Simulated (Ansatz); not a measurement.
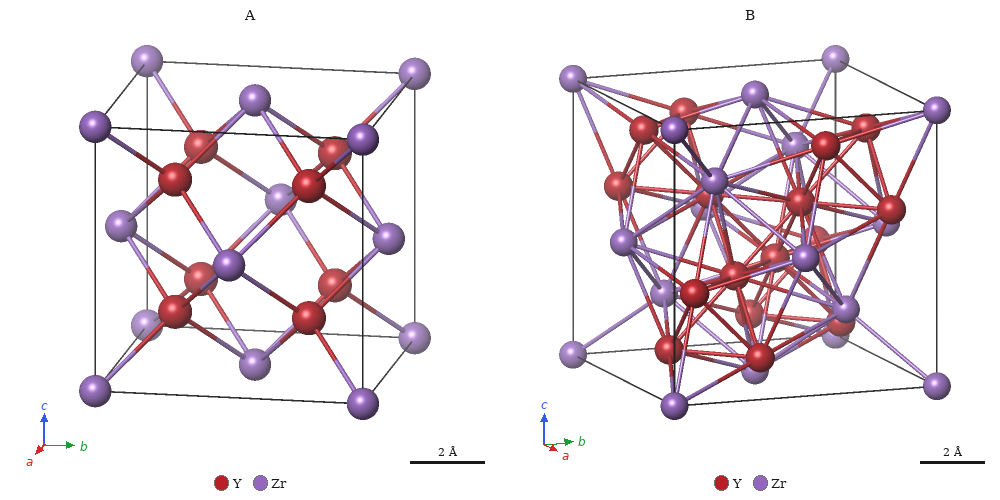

Two structures of Y2Zr, each relaxed to rest (conventional cells in solid outline, small ones repeated, not to one scale). Method: DFT PBE, scalar-relativistic, plane waves, PAW (Ansatz 0.2.0), without spin polarisation.

### Identify the two structures.

A: antifluorite, Fm-3m. B: cubic Laves phase (C15, MgCu₂ type), Fd-3m.

### Compare their energies: which is lower?

B is lower, by 248 meV/atom at this level of theory (energies at zero smearing). Volumes: A 34.1, B 29.2 Å³/atom.

One or both may be structure types tried for this composition rather than known phases.
